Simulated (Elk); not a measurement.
Band structure of ZrN (Fm-3m, 2 atoms in the cell).

```
CELL_PARAMETERS angstrom
      0.00000     2.29427     2.29427
      2.29427     0.00000     2.29427
      2.29427     2.29427     0.00000
ATOMIC_POSITIONS crystal
  Zr 0.50000 0.50000 0.50000
  N  0.00000 0.00000 0.00000
```

Level of theory: LDA (PW92), all-electron FP-LAPW, Elk's shipped species files, APW+lo basis with extra local orbitals in Elk.

Settings: rgkmax = 7.5; swidth = 0.00499791 Ha; ngridk = 10 10 10; gmaxvr = 14 1/bohr; nxlo = 2; lorbcnd = true; rmtscf = 0.92; lmaxi = 3; maxscl = 100.

The starting cell comes from a database of computed structures (which also holds hypothetical and non-ambient phases and stackings), without a prior relaxation at this level. Values depend on the basis (sphere radii, cutoffs, local orbitals), which need not be converged.

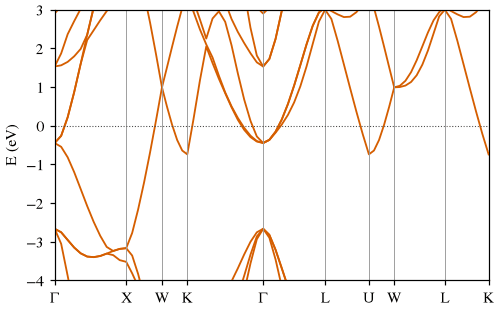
Figure: Bands along the path, energies from the Fermi level.

Levels in eV from the Fermi level, bands 5 to 12:
| point | 5 | 6 | 7 | 8 | 9 | 10 | 11 | 12 |
|---|---|---|---|---|---|---|---|---|
| Γ | -16.09 | -2.66 | -2.66 | -2.66 | -0.45 | -0.45 | -0.45 | 1.53 |
| X | -15.53 | -4.56 | -3.52 | -3.17 | -3.17 | 3.33 | 4.52 | 4.52 |
| W | -14.91 | -5.45 | -4.74 | -4.74 | 0.99 | 0.99 | 4.53 | 4.64 |
| K | -14.96 | -5.51 | -4.74 | -4.47 | -0.74 | 3.38 | 3.65 | 5.18 |
| L | -13.82 | -7.68 | -5.71 | -5.71 | 3.00 | 3.06 | 3.06 | 4.74 |
| U | -14.96 | -5.51 | -4.74 | -4.47 | -0.74 | 3.38 | 3.65 | 5.18 |

Bands cross the Fermi level along this path, so the cell is metallic at this level.
